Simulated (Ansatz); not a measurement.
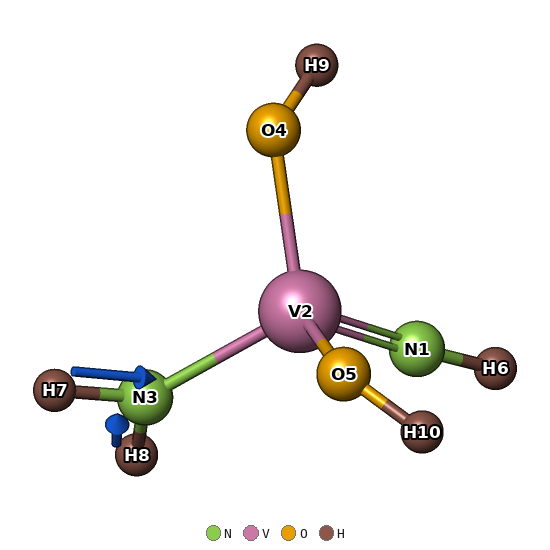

The arrows show one normal mode. Charge 0, singlet. Harmonic vibrations computed with RKS PBE0-D4/def2-TZVP (Ansatz 0.2.0) at a stationary point of the same level.

> What kind of motion is it?

Mostly in-phase stretching of 2 N–H bonds.

> At what wavenumber does it lie?

3570 cm⁻¹; it is mode 20 of 24 counted from the lowest.
